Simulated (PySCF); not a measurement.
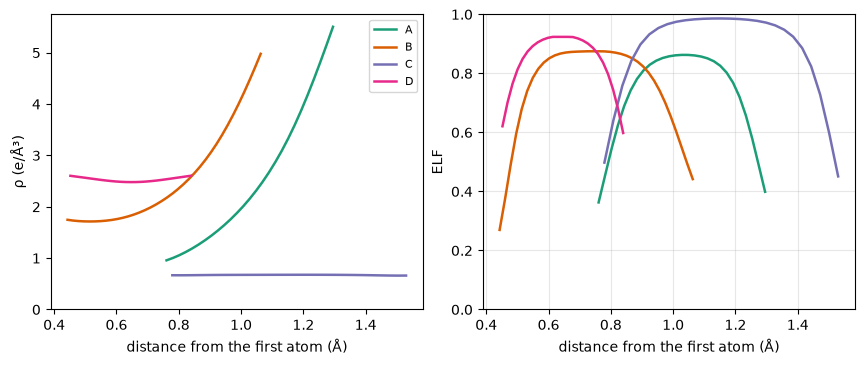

Figure 1: C₃H₁₂OSi₃ (SMILES C=CCO[SiH2][SiH2][SiH3]). Total electron density and electron localisation function along straight lines between neighbouring atoms. The curves leave out the atomic cores.

Geometry: GFN2-xTB, MD frame at 250 fs, 400 K.

These are results of PySCF, PBE0/pcSseg-1, SCF density, gas phase, non-relativistic, not measurements.

```xyz
19

C    -1.9650    1.1626    0.3363
C    -2.3719    0.0251    0.7930
C    -2.0001   -1.2117    0.0773
O    -0.5977   -1.1715   -0.1226
Si    0.1416   -0.7419   -1.5274
Si    2.3204   -0.4590   -0.8176
Si    2.6134    1.1084    0.8832
H    -1.9790    2.1865    0.8596
H    -1.6424    1.2443   -0.6701
H    -2.7064   -0.0547    1.8419
H    -2.1384   -2.0943    0.6152
H    -2.5786   -1.3326   -0.9145
H     0.1255   -1.7305   -2.5476
H    -0.4020    0.5435   -2.1838
H     2.8193    0.2474   -1.9915
H     3.1517   -1.6639   -0.8095
H     3.6497    1.0119    1.9332
H     1.4035    1.1343    1.7746
H     2.5616    2.3885    0.2985
```

> Which curve belongs to which contact (C–C, C–O, Si–O and Si–Si)? The first atom named is at distance zero.

Curve A: Si–O (1.64 Å): the density is about 1.1 e/Å³ at the midpoint; the ELF peaks at about 0.85 between the atoms; a shared but strongly polarised pair. Curve B: C–O (1.42 Å): the density is about 2 e/Å³ at the midpoint, with its minimum of 1.7 e/Å³ about 0.5 Å from C; the ELF peaks at about 0.85 between the atoms (a shared but strongly polarised pair). Curve C: Si–Si (2.31 Å): ρ is about 0.68 e/Å³ halfway; the ELF peaks at about 1 between the atoms (localised, covalent bonding). Curve D: C–C (1.29 Å): ρ is about 2.5 e/Å³ halfway; the ELF peaks at about 0.90 between the atoms: a short, multiple covalent bond.
